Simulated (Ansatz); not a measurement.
# Calculations on Zr4Al3N3O8

Part 1: Relaxation

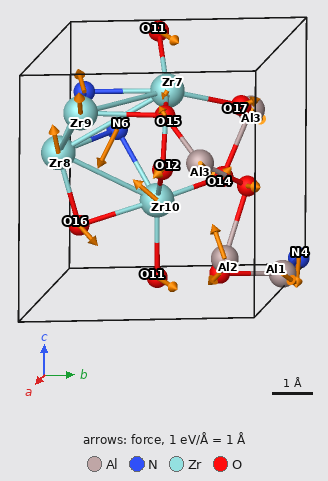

Starting geometry of an amorphous cell of composition Zr4Al3N3O8 (coarse preliminary run) with the computed forces as orange arrows. The picture is a ball-and-stick view of the cell of the calculation (origin shifted), seen slightly off an axis.

Case: the quenched liquid.

Method: DFT PBE, scalar-relativistic, plane waves, PAW in Ansatz 0.2.0.

Input
```yaml
crystal:
  lattice:
    - [6.066081, -0.097633, -0.081412]
    - [-0.097633, 6.097538, 0.196432]
    - [-0.081412, 0.196432, 6.396164]
  atoms:
    - { symbol: Al, position: [0.5966094726, 0.8026679999, 0.05257487] }
    - { symbol: Al, position: [0.064085458, 0.657056442, 0.218228338] }
    - { symbol: Al, position: [0.2256600768, 0.5847105795, 0.6420800806] }
    - { symbol: "N", position: [0.2631838265, 0.798945038, 0.0437249759] }
    - { symbol: "N", position: [0.8129364556, 0.0032966567, 0.8530422215] }
    - { symbol: "N", position: [0.3764342515, 0.0498841273, 0.6044176641] }
    - { symbol: Zr, position: [0.7218494571, 0.3357904479, 0.830850061] }
    - { symbol: Zr, position: [0.6921426662, 0.8686997233, 0.5814166027] }
    - { symbol: Zr, position: [0.1786463003, 0.0664053048, 0.8448270601] }
    - { symbol: Zr, position: [0.4679446143, 0.2402138665, 0.3332790037] }
    - { symbol: O, position: [0.42651016, 0.2342161129, 0.010542425] }
    - { symbol: O, position: [0.7248558005, 0.3180069153, 0.5116200078] }
    - { symbol: O, position: [0.7896083205, 0.57707082, 0.1008283926] }
    - { symbol: O, position: [0.2459854422, 0.4713966959, 0.3765235662] }
    - { symbol: O, position: [0.0598829524, 0.3990172692, 0.8026478636] }
    - { symbol: O, position: [0.6581049226, 0.950456146, 0.2782794712] }
    - { symbol: O, position: [0.5149351648, 0.6051106392, 0.7206305427] }
    - { symbol: O, position: [0.9922276558, 0.7365137464, 0.4958006098] }
  symmetry: { detect: false }
basis:
  ecutwfc: 420
kpoints:
  mp_grid: { grid: [2, 2, 1], shift: [0.5, 0.5, 0.0] }
hamiltonian:
  xc: pbe
scf:
  occupations: { method: gaussian, width: 0.1 }
  lower_state_search: "off"
output:
  forces: true
  stress: true
  eigenvalues: true
relax:
  adjacent_minimum: "off"
  f_tol: 0.04
  max_steps: 70
  cell: { stress_tol: 0.3 }
```

Launched with:
```bash
ansatz run input.yaml --threads 2 --pin off --max-ram 5120MiB --backend cpu --events-out ev --progress --plain --runs-dir out
```

Question: What follows when this structure is relaxed?

Answer: It isn't relaxed: the largest force vector, on Al3, is 1.51 eV/Å. The final displacements have little in common with the starting forces (cosine between the two patterns 0.14). O12 moves most relative to the cell: 0.76 Å along [−1 3 0]. Largest moves by element: O 0.76 Å, N 0.54 Å, Al 0.45 Å, Zr 0.39 Å. The volume changes by −6.5 %, with a 6.067 → 5.860 Å (−3.4 %), b 6.101 → 6.026 Å (−1.2 %), c 6.400 → 6.360 Å (−0.6 %), α 86.4° → 96.3°, β 91.5° → 96.5°, γ 91.9° → 94.3°. Among the contacts that change: Zr8–O12 3.430 → 2.212 Å, N4–Zr10 3.538 → 2.430 Å, Zr9–O18 3.256 → 2.309 Å, N6–Zr7 3.075 → 2.343 Å. New bonds form: Al1–O17 (2.54 → 1.96 Å), N4–Zr10 (3.54 → 2.43 Å), N6–Zr7 (3.07 → 2.34 Å), Zr8–O12 (3.43 → 2.21 Å). Among the angles between lasting bonds that change: O17–Al3–O18 144.0° → 105.4°, Zr7–O12–Zr10 125.2° → 101.1°, O15–Al3–O18 97.9° → 121.3°. After 21 accepted moves (25 points after the start) the energy has fallen by 110 meV per atom. The largest force component goes from 1.4 to 0.035 eV/Å. Pressure: −0.71 GPa at the start and 0.03 GPa at the end. The line search rejected the trial steps at points 10, 18 of the run. The SCF was repeated twice at an unchanged geometry on a basis and grid sized afresh for the cell, which shifted the energy by 2.1 meV per atom at most.

Limits of the set-up: the periodic images lie only 6.1 Å apart, so the values are limited by the cell's size.

Part 2: Dynamics

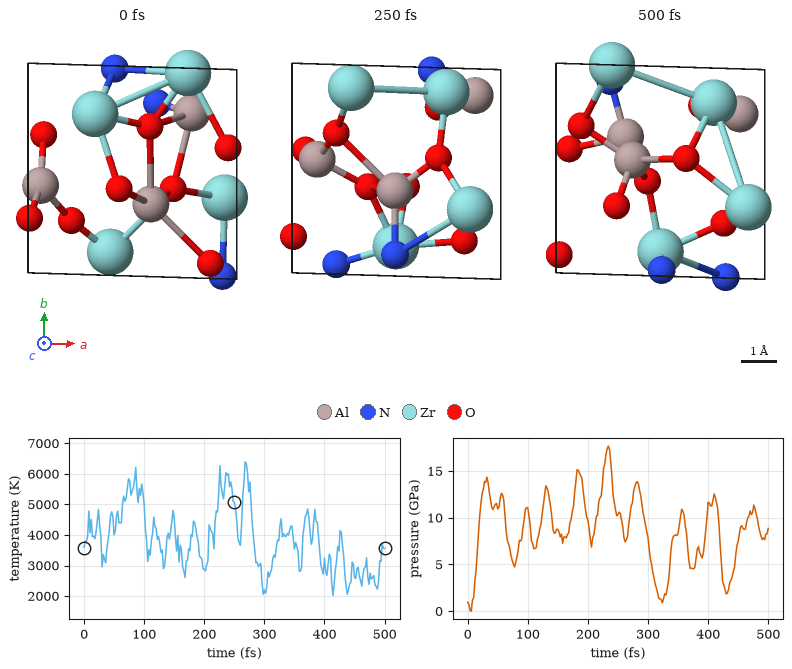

Molecular dynamics of an amorphous cell of composition Zr$_{4}$Al$_{3}$N$_{3}$O$_{8}$ (18 atoms in the cell), 500 fs long. Frames and the history of the run. A ball-and-stick model of the simulation cell, seen along the c axis. Atoms that leave the cell re-enter on the other side. Bonds to atoms that aren't drawn are left out.

These are results of Ansatz 0.2.0, DFT PBE, scalar-relativistic, plane waves, PAW, not measurements. Settings: plane-wave cutoff 420 eV; k-point mesh 1 × 1 × 1; Fermi-Dirac smearing 0.328 eV; volume 1.05 times that of the relaxed crystal; set temperature 3800 K; time step 2 fs.

> What do the frames and curves show?

Root-mean-square distances from the starting positions over the second half, with the common drift of all atoms taken out: Al 1.82 Å, O 1.78 Å, N 1.67 Å, Zr 1.04 Å. That is a large part of the typical shortest distance between atoms in the first frame, about 2.0 Å and still growing: the atoms leave their places as in a liquid. Over the second half the temperature averages 3471 K (spread ±947 K). The potential energy is still drifting at the end, so the run hasn't reached equilibrium. The potential energy in the second half lies on average 566 meV per atom below the first frame. The mean pressure there is 7.7 GPa.

Limits of the set-up: the periodic images lie only 6.1 Å apart, so the values are limited by the cell's size.

Cost: 4.1 min on 2 threads of Arm Neoverse V1, on a shared host, peak memory 0.41 GiB.

Part 3: Dynamics

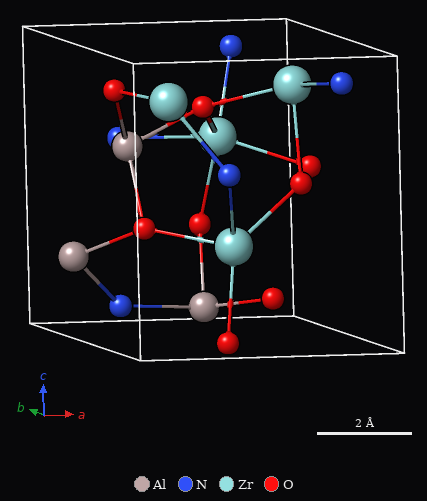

Starting frame of a dynamics run of an amorphous cell of composition Zr4Al3N3O8 (18 atoms in the cell). It starts from the last geometry of an earlier run, with fresh velocities. Style: ball-and-stick. Shown: the simulation cell, slightly off an axis. Bonds to atoms that aren't drawn are left out.

The calculation used DFT PBE, scalar-relativistic, plane waves, PAW in Ansatz.

The input:
```yaml
crystal:
  lattice:
    - [6.066081, -0.097633, -0.081412]
    - [-0.097633, 6.097538, 0.196432]
    - [-0.081412, 0.196432, 6.396164]
  atoms:
    - { symbol: Al, position: [0.5848420294, 0.8174540976, 0.0633133853] }
    - { symbol: Al, position: [0.0260002289, 0.6492961101, 0.2686126327] }
    - { symbol: Al, position: [0.2146594875, 0.5879871758, 0.6423937025] }
    - { symbol: "N", position: [0.2504886475, 0.7720971559, 0.0814042761] }
    - { symbol: "N", position: [0.7872849897, 0.9995568606, 0.9137257948] }
    - { symbol: "N", position: [0.3543797425, 0.0028663699, 0.6149891546] }
    - { symbol: Zr, position: [0.7431579136, 0.3429173751, 0.8675707152] }
    - { symbol: Zr, position: [0.6736555593, 0.8692878549, 0.6291225588] }
    - { symbol: Zr, position: [0.1564191619, 0.0634618479, 0.8593483873] }
    - { symbol: Zr, position: [0.460415528, 0.231111947, 0.3443218063] }
    - { symbol: O, position: [0.4097115732, 0.1849677398, 0.0252349082] }
    - { symbol: O, position: [0.7422212189, 0.2836404666, 0.5419238806] }
    - { symbol: O, position: [0.7493239491, 0.5822712574, 0.1173412426] }
    - { symbol: O, position: [0.2079083983, 0.4365465789, 0.3848110153] }
    - { symbol: O, position: [0.0764772221, 0.3626304198, 0.8623797645] }
    - { symbol: O, position: [0.6439743195, 0.9785983106, 0.3208569062] }
    - { symbol: O, position: [0.5044555154, 0.5893984314, 0.7679466392] }
    - { symbol: O, position: [0.9523390914, 0.703757249, 0.5420357819] }
  symmetry: { detect: false }
basis:
  ecutwfc: 420
  xc_grid: 1
kpoints:
  mp_grid: { grid: [1, 1, 1], shift: [0.0, 0.0, 0.0] }
hamiltonian:
  xc: pbe
scf:
  occupations: { method: fermi_dirac, width: 0.05 }
  lower_state_search: "off"
  convergence: { dr2_threshold: 1.0e-05 }
output:
  forces: true
  stress: true
md:
  timestep: 2.0
  n_steps: 250
  ensemble: nvt_langevin
  friction: 0.03
  temperature: 300.0
  initial_velocities: maxwell_boltzmann
  seed: 7410
```

Run as
```bash
ansatz run input.yaml --threads 2 --pin off --max-ram 5120MiB --backend cpu --events-out ev --progress --plain --runs-dir out
```

> Predict how the run goes.

The mean temperature in the second half is 259 K (standard deviation 53 K). The potential energy in the second half lies on average 159 meV per atom below the first frame. The first frame is far from relaxed (forces up to 6.0 eV/Å), so much of the motion is the structure settling. The mean pressure there is −0.5 GPa. Root-mean-square distances from the starting positions over the second half, with the common drift of all atoms taken out: O 0.24 Å, Al 0.20 Å, N 0.18 Å, Zr 0.17 Å. That is small against the typical shortest distance between atoms in the first frame, about 1.9 Å: the atoms vibrate about their sites and the arrangement holds.

Along the run (each row but the first and the last is the mean over the interval that it begins):

```csv
time (fs),potential energy (meV/atom),T (K),p (GPa)
0.0,0.0,283,-1.9
82.0,-154.8,314,-0.6
164.0,-154.8,264,-0.5
246.0,-164.0,239,-0.2
328.0,-152.5,308,-0.4
410.0,-160.9,225,-0.7
492.0,-171.1,250,-1.4
```

The paths of the atoms, magnified 2 times:

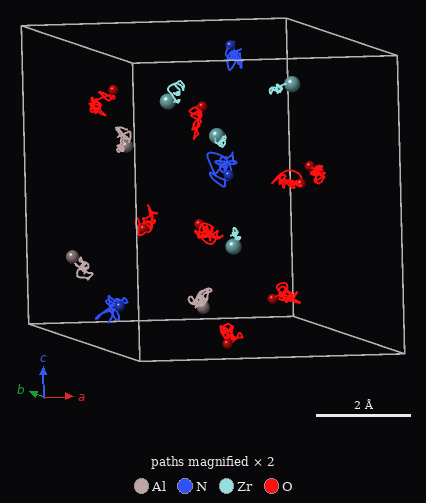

Limits of the set-up: the periodic images lie only 6.1 Å apart, so the values are limited by the cell's size.
